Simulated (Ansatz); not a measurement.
# BaSrF4: complex band structure, part 2 of 4

A new crystal, BaSrF4: structure, gap and complex bands. It is built by putting F for I, Sr for Ca in the BaCaI4 structure of space group P2/m, with the volume rescaled by atomic radii. The parent structure comes from the Materials Project.

Ansatz 0.2.0; r2SCAN DFT, plane waves, PAW files (the session's first sound run).

So far. Step 2 (Cell and atoms at rest): The largest force component on a free atom ends at 7.9e-4 eV/Å.

The structure was built from a prototype and need not be the compound's stable phase.

## Step 3: Band edges

The energy window and the wavevectors of the next steps follow from the band edges, so these are searched first, off the mesh as well.

Contents of input.yaml:

```yaml
crystal:
  lattice:
    - [4.1470849737, 0.0, -0.3525975393]
    - [0.0, 3.8892581723, 0.0]
    - [-0.4553897305, 0.0, 7.1520412253]
  atoms:
    - { symbol: Ba, position: [0.0, 0.5, 0.5] }
    - { symbol: Sr, position: [0.0, 0.0, 0.0] }
    - { symbol: F, position: [0.2597686683, 0.0, 0.3315138601] }
    - { symbol: F, position: [0.2201025157, 0.5, 0.8565727731] }
    - { symbol: F, position: [0.7798974843, 0.5, 0.1434272269] }
    - { symbol: F, position: [0.7402313317, 0.0, 0.6684861399] }
kpoints:
  mp_grid: { grid: [4, 6, 4] }
  band_path: { path: [VBM, CBM], npoints: 30 }
scf:
  occupations: { method: fixed }
hamiltonian:
  xc: r2scan
output:
  eigenvalues: true
  write_potential: true
  write_density: true
  volumetric_format: npy
```

Started as:

```console
> ansatz run input.yaml --threads 2 --pin off --max-ram 4096MiB --backend cpu --events-out ev --progress --plain --runs-dir out
```

Numbers of over 12 decimals in the logs are rounded to 6 here.

Output:

```text
[...]
Crystal: 6 atoms, lattice volume = 114.731 Å³
Basis set: ecut = 500 eV, 2911 PW (Γ), exchange–correlation on 128×120×216 points (64 copies of the dense FFT grid, shifted against one another)
Bands: 30, of which v1, the nominal top of the filled ones, is band 24 counted from 1 (23 counted from 0)
Symmetry: 4 space group operations
[...]
k-points: 40 of 96
[...]
SCF iter   1: F=—  HF=-12770.712137 eV  |F-HF|=—  |Δ(HF+E_count)|=         —  Δρ=9.29e-3  dr2=1.07e-1  dr2_τ=1.34e-1  ethr=1.77e-3  ⟨swp⟩=5.5  Hψ=5489  notcnv=0  defer=148
[...]
SCF iter   7: F=-12770.878354 eV  HF=-12770.878354 eV  |F-HF|=5.02e-8  |Δ(HF+E_count)|=   8.77e-8  Δρ=6.37e-6  dr2=4.93e-8  dr2_τ=5.96e-9  ethr=2.08e-10  ⟨swp⟩=12.0  Hψ=7127  notcnv=0
SCF 1 converged in 7 iterations: F = -12770.878354 eV  dr2 = 4.93e-8
[...]
NSCF: frozen V_eff on 80 k-points
[...]
SCF converged after 7 iterations
Free energy (F): -12770.878354 eV
[...]
Internal energy: -12770.878354 eV  (E = F + TS)
E sigma→0 (E₀):  -12770.878354 eV
Fermi energy:    2.410178 eV
[...]
--- Band table (eV; the first three rows and the last of 40) ---
  k-point 0: bands = [... 20 lower, 1.9421, 1.9776, 2.1362, 2.3892, 8.9450, 9.5396, 10.6877, 12.0682, ... 2 higher]
  k-point 1: bands = [... 20 lower, 1.8697, 1.9557, 2.0217, 2.2590, 9.1482, 9.5929, 10.5245, 12.0012, ... 2 higher]
  k-point 2: bands = [... 20 lower, 1.8834, 1.8983, 1.9128, 2.1475, 9.3534, 9.7689, 10.2239, 11.9521, ... 2 higher]
  k-point 39: bands = [... 20 lower, 2.0152, 2.1007, 2.1331, 2.3822, 10.3844, 11.3840, 12.7258, 12.8030, ... 2 higher]
```

Wall time 13 s (2 threads of AMD EPYC 9R45 (Zen 5), shared host); peak memory 0.67 GiB.

Numbers from this step:

```yaml
fermi_energy: 2.410 eV
gap_on_the_k_mesh: 6.535 eV
gap_on_path: 6.533 eV, by band count; negative where bands overlap
direct_gap_on_path: 6.556 eV
edge_places_on_path: 0, 0.6466 1/A along the path
```

Electronic bands along the path, in eV, zero at the Fermi level (highest filled level under fixed occupations); v1 is the highest filled band, c1 the lowest empty one:

| point | v4 | v3 | v2 | v1 | c1 | c2 |
| --- | --- | --- | --- | --- | --- | --- |
| VBM | -0.50 | -0.48 | -0.32 | 0.00 | 7.91 | 8.90 |
| CBM | -0.47 | -0.43 | -0.27 | -0.02 | 6.53 | 7.13 |

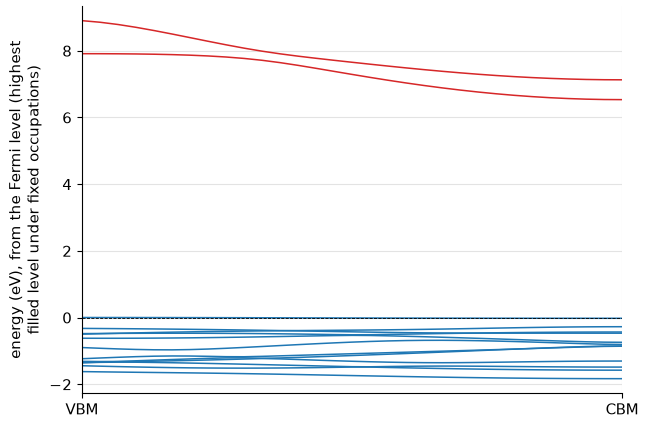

Electronic bands along the path; lines of filled and empty bands in two colours.

The searched edges give 6.53 eV, against 6.53 eV on the mesh.

## Step 4: Complex bands, plane (100), k-mesh 6×4×6

This step: r2SCAN DFT, plane waves, PAW files; complex bands by layer matching along the plane's normal (Ansatz 0.2.0).

The same crystal is laid in a cell whose first two vectors span the (100) plane (indices of the standard conventional cell, whose axes can be ordered otherwise than in the bulk input). At fixed energy and wavevector in the plane the solver finds all kz, real and complex. A few wavevectors are listed, (0, 0) and (0, -0.4479) in units of the plane's reciprocal vectors; the slowest state needn't be among them.

Contents of input.yaml:

```yaml
crystal:
  lattice:
    - [3.889258172, 0.0, 0.0]
    - [0.0, 7.166524506, 0.0]
    - [0.0, -0.615407377, 4.116298406]
  atoms:
    - { symbol: Ba, position: [0.5, 0.5, 0.0] }
    - { symbol: Sr, position: [0.0, 0.0, 0.0] }
    - { symbol: F, position: [0.0, 0.3315138601, 0.2597686683] }
    - { symbol: F, position: [0.5, 0.8565727731, 0.2201025157] }
    - { symbol: F, position: [0.5, 0.1434272269, 0.7798974843] }
    - { symbol: F, position: [0.0, 0.6684861399, 0.7402313317] }
kpoints:
  mp_grid: { grid: [6, 4, 6] }
scf:
  occupations: { method: fixed }
hamiltonian:
  xc: r2scan
output:
  eigenvalues: true
  transmission:
    leads: [[0, 0]]
    kpoints: [[0.0, 0.0], [0.0, -0.4479]]
    e_range: [-1.0, 7.53]
    de: 0.21
```

Output:

```text
[...]
Crystal: 6 atoms, lattice volume = 114.731 Å³
Basis set: ecut = 500 eV, 2911 PW (Γ), exchange–correlation on 120×216×128 points (64 copies of the dense FFT grid, shifted against one another)
Bands: 30, of which v1, the nominal top of the filled ones, is band 24 counted from 1 (23 counted from 0)
Symmetry: 4 space group operations
[...]
k-points: 56 of 144
[...]
SCF iter   1: F=—  HF=-12770.712012 eV  |F-HF|=—  |Δ(HF+E_count)|=         —  Δρ=9.27e-3  dr2=1.06e-1  dr2_τ=1.34e-1  ethr=1.77e-3  ⟨swp⟩=5.7  Hψ=7681  notcnv=0  defer=207
[...]
SCF iter   7: F=-12770.878347 eV  HF=-12770.878347 eV  |F-HF|=3.86e-8  |Δ(HF+E_count)|=   7.67e-8  Δρ=6.31e-6  dr2=4.92e-8  dr2_τ=5.98e-9  ethr=2.08e-10  ⟨swp⟩=11.7  Hψ=10167  notcnv=0
SCF 1 converged in 7 iterations: F = -12770.878347 eV  dr2 = 4.92e-8
[...]
transmission: 8 of 16 steps passed
transmission: 16 of 16 steps passed
SCF converged after 7 iterations
Free energy (F): -12770.878347 eV
[...]
Internal energy: -12770.878347 eV  (E = F + TS)
E sigma→0 (E₀):  -12770.878347 eV
Fermi energy:    2.410238 eV
[...]
--- Band table (eV; the first three rows and the last of 56) ---
  k-point 0: bands = [... 20 lower, 1.9421, 1.9777, 2.1363, 2.3892, 8.9450, 9.5396, 10.6877, 12.0682, ... 2 higher]
  k-point 1: bands = [... 20 lower, 1.9550, 1.9792, 2.0904, 2.2963, 9.4971, 9.9394, 10.8008, 11.9689, ... 2 higher]
  k-point 2: bands = [... 20 lower, 1.9159, 1.9396, 2.0764, 2.2146, 10.2906, 10.9701, 11.3275, 12.0285, ... 2 higher]
  k-point 55: bands = [... 20 lower, 2.0152, 2.1007, 2.1331, 2.3823, 10.3844, 11.3840, 12.7258, 12.8030, ... 2 higher]
--- Transmission ---
  basis      : 289 plane waves across, 8 finite elements along
  points     : 2, as listed
  energies   : 41 from -1.000000 to 7.400000 eV about the Fermi level, 0.210000 eV apart; the leads are filled to 3.267377 eV, and channels, transmission and decay are at 3.200000 eV
  crystal 0  : F4Ba1Sr1, at the sites [0, 0], period 4.1163 Å: whole cells are its period
    offset         : up to 0.0000 Å between an atom of the period and one for which it stands
    channels       : 0.000000e0 a spin
    conductance    : none, the energies end too early or step too widely for 300 K: set another output.transmission.e_range or a lower de, or, where they end at an eighth of basis.ecutwfc, a higher one
    slowest decay  : 0.5365 /Å at (0.0000, 0.0000)
```

It took 21 s on 2 threads; peak memory 1 GiB.

Numbers from this step:

```
free energy                                               : -12770.8783 eV
level to which the leads are filled                       : 3.267 eV from the Fermi level
decay constant at the filling level, zone centre          : 0.5365 Å⁻¹
decay constant at the filling level, slowest listed point : 0.5365 Å⁻¹
```

K parallel (0, 0); values up to 1.5 1/Å, a degenerate pair printed once or twice; energies at which all values exceed this have no row. Im kz of the slowest decaying states against energy, zero at the highest filled level on the SCF mesh:

| energy (eV) | decay 1 (Å⁻¹) | decay 2 (Å⁻¹) | decay 3 (Å⁻¹) | decay 4 (Å⁻¹) |
| --- | --- | --- | --- | --- |
| -1.000 | 0.254 | 0.538 | 0.739 | 0.807 |
| -0.580 | 0.129 | 0.182 | 0.291 | 0.342 |
| 0.050 | 0.192 | 0.508 | 0.574 | 0.715 |
| 0.470 | 0.421 | 0.687 | 0.824 | 0.838 |
| 1.100 | 0.531 | 0.805 | 0.901 | 0.944 |
| 1.520 | 0.559 | 0.801 | 0.922 | 0.995 |
| 1.940 | 0.570 | 0.777 | 0.941 | 1.01 |
| 2.570 | 0.562 | 0.736 | 0.948 | 0.962 |
| 2.990 | 0.547 | 0.707 | 0.930 | 0.945 |
| 3.410 | 0.525 | 0.676 | 0.904 | 0.935 |
| 4.040 | 0.482 | 0.625 | 0.865 | 0.899 |
| 4.460 | 0.446 | 0.586 | 0.838 | 0.865 |
| 5.090 | 0.380 | 0.519 | 0.793 | 0.806 |
| 5.510 | 0.325 | 0.467 | 0.759 | 0.762 |
| 5.930 | 0.253 | 0.406 | 0.711 | 0.720 |
| 6.560 | 0.285 | 0.617 | 0.651 | 0.783 |
| 6.980 | 0.149 | 0.536 | 0.592 | 0.748 |

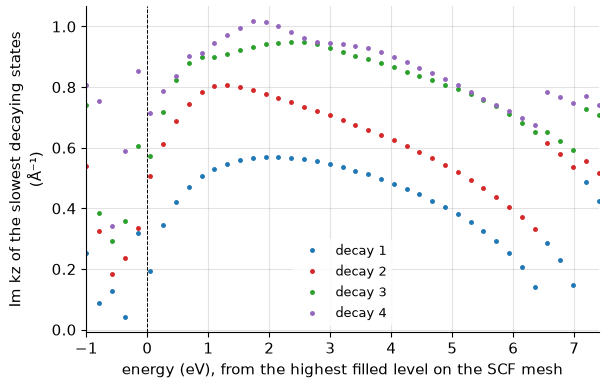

Im kz of the slowest decaying states, plotted against energy.

K parallel (0, -0.4479); values up to 1.5 1/Å, a degenerate pair printed once or twice; energies at which all values exceed this have no row. The Im kz of the slowest decaying states by energy, zero at the highest filled level on the SCF mesh:

| energy (eV) | decay 1 (Å⁻¹) | decay 2 (Å⁻¹) | decay 3 (Å⁻¹) | decay 4 (Å⁻¹) |
| --- | --- | --- | --- | --- |
| -1.000 | 0.0151 | 0.0361 | 0.0805 | 0.294 |
| -0.580 | 0.0896 | 0.186 | 0.206 | 0.913 |
| 0.050 | 0.223 | 0.254 | 0.543 | 0.563 |
| 0.470 | 0.537 | 0.564 | 0.691 | 0.709 |
| 1.100 | 0.751 | 0.779 | 0.785 | 0.855 |
| 1.520 | 0.731 | 0.854 | 0.890 | 0.895 |
| 1.940 | 0.699 | 0.869 | 0.910 | 0.943 |
| 2.570 | 0.655 | 0.818 | 0.880 | 0.975 |
| 2.990 | 0.625 | 0.773 | 0.869 | 0.971 |
| 3.410 | 0.593 | 0.730 | 0.852 | 0.963 |
| 4.040 | 0.542 | 0.669 | 0.819 | 0.945 |
| 4.460 | 0.504 | 0.626 | 0.793 | 0.929 |
| 5.090 | 0.440 | 0.557 | 0.746 | 0.901 |
| 5.510 | 0.389 | 0.505 | 0.709 | 0.877 |
| 5.930 | 0.330 | 0.447 | 0.665 | 0.800 |
| 6.560 | 0.204 | 0.337 | 0.581 | 0.679 |
| 6.980 | 0.232 | 0.503 | 0.586 | 0.775 |

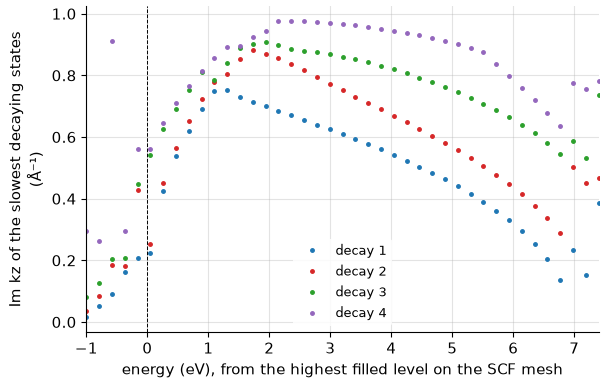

Im kz of the slowest decaying states against energy.

At the listed wavevectors the last open channel is at -0.16 eV and the next at +6.56 eV on the grid. At +3.20 eV, the grid energy nearest the filling level (the middle of the gap on the SCF mesh), the slowest state at the listed wavevectors decays with κ = 0.536 Å⁻¹, its amplitude falling by e over 1.9 Å. Through 1 nm of this crystal that state's transmission falls by exp(−2 × 0.536 Å⁻¹ × 10 Å) = 2.2e-5.

## Step 5: Decay over the two-dimensional zone

The listed points could miss the slowest state, so one energy near mid-gap is solved on a mesh of 8×4.

input.yaml, as its differences from that of step 4:

```diff
@@ -20,6 +20,2 @@
   eigenvalues: true
-  transmission:
-    leads: [[0, 0]]
-    kpoints: [[0.0, 0.0], [0.0, -0.4479]]
-    e_range: [-1.0, 7.53]
-    de: 0.21
+  transmission: { leads: [[0, 0]], kmesh: [8, 4], e_range: [3.27, 3.28], de: 0.05 }
```

Output:

```text
[...]
Crystal: 6 atoms, lattice volume = 114.731 Å³
Basis set: ecut = 500 eV, 2911 PW (Γ), exchange–correlation on 120×216×128 points (64 copies of the dense FFT grid, shifted against one another)
Bands: 30, of which v1, the nominal top of the filled ones, is band 24 counted from 1 (23 counted from 0)
Symmetry: 4 space group operations
[...]
k-points: 56 of 144
[...]
SCF iter   1: F=—  HF=-12770.712012 eV  |F-HF|=—  |Δ(HF+E_count)|=         —  Δρ=9.27e-3  dr2=1.06e-1  dr2_τ=1.34e-1  ethr=1.77e-3  ⟨swp⟩=5.7  Hψ=7681  notcnv=0  defer=207
[...]
SCF iter   7: F=-12770.878347 eV  HF=-12770.878347 eV  |F-HF|=3.86e-8  |Δ(HF+E_count)|=   7.67e-8  Δρ=6.31e-6  dr2=4.92e-8  dr2_τ=5.98e-9  ethr=2.08e-10  ⟨swp⟩=11.7  Hψ=10167  notcnv=0
SCF 1 converged in 7 iterations: F = -12770.878347 eV  dr2 = 4.92e-8
[...]
transmission: 16 of 120 steps passed
transmission: 32 of 120 steps passed
[...]
transmission: 120 of 120 steps passed
SCF converged after 7 iterations
Free energy (F): -12770.878347 eV
[...]
Internal energy: -12770.878347 eV  (E = F + TS)
E sigma→0 (E₀):  -12770.878347 eV
Fermi energy:    2.410238 eV
[...]
--- Band table (eV; the first three rows and the last of 56) ---
  k-point 0: bands = [... 20 lower, 1.9421, 1.9777, 2.1363, 2.3892, 8.9450, 9.5396, 10.6877, 12.0682, ... 2 higher]
  k-point 1: bands = [... 20 lower, 1.9550, 1.9792, 2.0904, 2.2963, 9.4971, 9.9394, 10.8008, 11.9689, ... 2 higher]
  k-point 2: bands = [... 20 lower, 1.9159, 1.9396, 2.0764, 2.2146, 10.2906, 10.9701, 11.3275, 12.0285, ... 2 higher]
  k-point 55: bands = [... 20 lower, 2.0152, 2.1007, 2.1331, 2.3823, 10.3844, 11.3840, 12.7258, 12.8030, ... 2 higher]
--- Transmission ---
  basis      : 289 plane waves across, 8 finite elements along
  points     : 15, standing for a mesh of 8 x 4
  energies   : 1 from 3.270000 to 3.270000 eV about the Fermi level; the leads are filled to 3.267377 eV, and channels, transmission and decay are at 3.270000 eV
  crystal 0  : F4Ba1Sr1, at the sites [0, 0], period 4.1163 Å: whole cells are its period
[...]
channels       : 0.000000e0 a spin
    conductance    : none, crystal 0 has no channel at the energies, or these end too early or step too widely for 300 K: set another output.transmission.e_range or a lower de, or, where they end at an eighth of basis.ecutwfc, a higher one
    slowest decay  : 0.5328 /Å at (0.0000, 0.0000)
```

Elapsed: 15 s, on 2 threads; peak memory 1.1 GiB; 29 s of CPU time.

This step gave:

```
least decay constant on the mesh : 0.5328 Å⁻¹
```

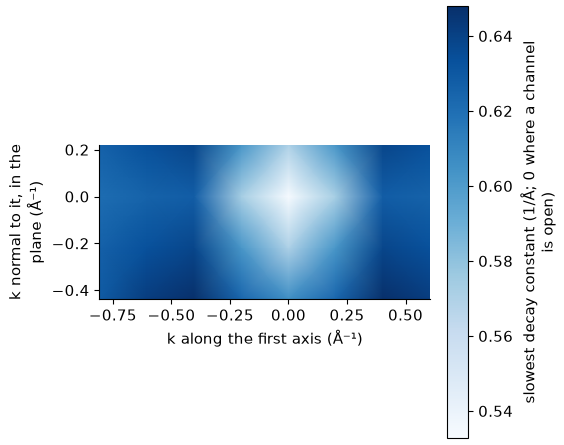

Slowest decay constant (1/Å; 0 where a channel is open) over k1 and k2. At 3.2700 eV from the Fermi level.

The least value on the mesh is 0.533 Å⁻¹ at +3.27 eV. At that energy the listed points give about 0.533 Å⁻¹ by interpolation, so the mesh holds no clearly slower state.

[end of part 2 of 4]

[Logs are printed without paths, hosts, clocks, repeated set-up lines and the standing remarks that a program may print on its own settings, such as how far it seeks lower states.]

[Hosts, paths, dates, database ids (printed as entryN), source tags and the programs' standing remarks are cut or masked in the printed files.]

[New means built here by substitution; the compound itself may be known and measured.]
